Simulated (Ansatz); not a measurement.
The starting structures come from a database of crystals and need not be the phases stable at ambient conditions.

 Where the default PAW files enter, the runs use the earlier of Ansatz's two default sets.

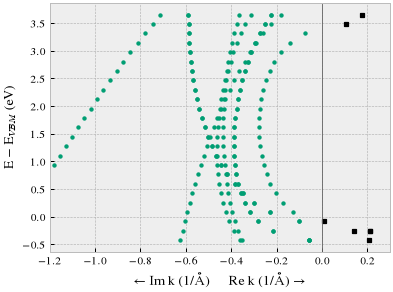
Figure: Complex bands at the centre of the two-dimensional zone; r2SCAN (Ansatz, a first-principles code)

No gap correction and no spin-orbit coupling; mid-gap values are interpolated between computed energies.

Question: This is Al2CdS4 (I-4, not sure to be the ambient phase, 7 atoms a cell, 22.7 Å³ an atom) along the normal of (001). Read off the slowest decay at the centre of the two-dimensional zone at 1.61 eV, the computed energy nearest the middle of the gap.

Answer: κ ≈ 0.28 1/Å, a decay length 1/(2κ) of the density of 1.8 Å.
